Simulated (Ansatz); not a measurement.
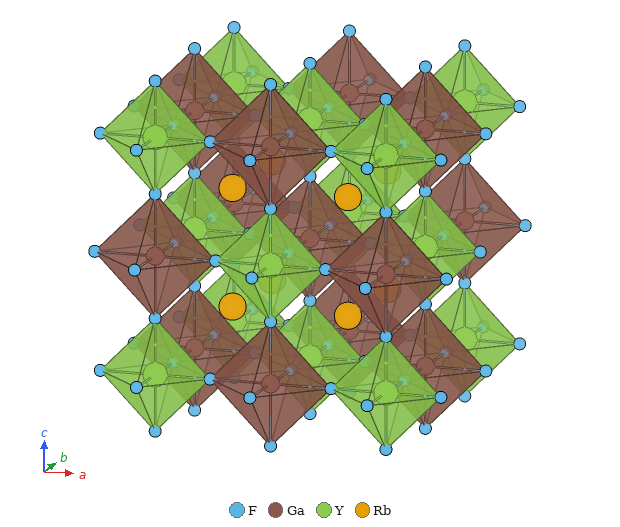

Polyhedra are drawn about Ga and Y (bonds: F–Ga below 2.6 Å and F–Y below 2.4 Å); other atoms are plain spheres.

The compound is Rb2YGaF6 (space group Fm-3m, No. 225), taken as the end point of a relaxation (final pressure about 5.3 GPa) with Ansatz 0.2.0, DFT, PAW plane waves, r2scan; the starting structure was generated, so it need not be a known form of this composition.

### What figure surrounds each Ga or Y atom, and what does it share with the other drawn polyhedra?

Ga: GaF6 octahedron, sharing corners with six neighbours; Y: YF6 octahedron, sharing corners with six neighbours.

### How do these polyhedra hang together as a whole?

They form a three-dimensional framework of corner-sharing octahedra.

### How far apart are the centres of linked polyhedra?

Centre to centre across a shared corner: 4.46 Å.
